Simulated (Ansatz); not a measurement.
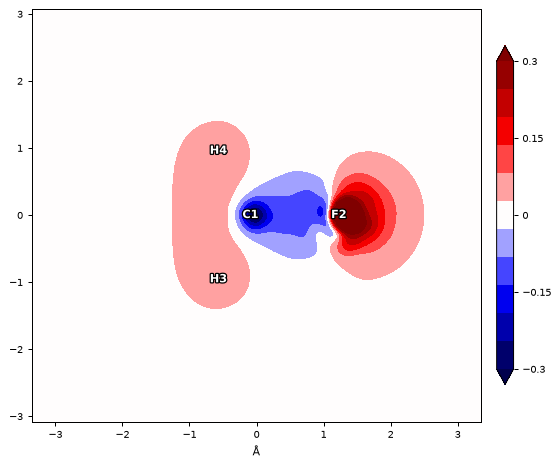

*CH2F (SMILES [CH2]F) (doublet). The HOMO−1 (β) on the molecular plane (values in Å⁻³ᐟ²; the overall sign is arbitrary).*

Geometry: PBE0-D4/def2-TZVP.

All numbers below come from isolated molecule in a Gaussian basis; Kohn-Sham density functional theory, functional PBE0 in Ansatz.

### Where does this orbital lie, and at what energy?

By Hirshfeld shares it lies mainly on F2 (about 85 %) and C1 (about 15 %); largely a lone pair of F2. Its energy is −12.66 eV.
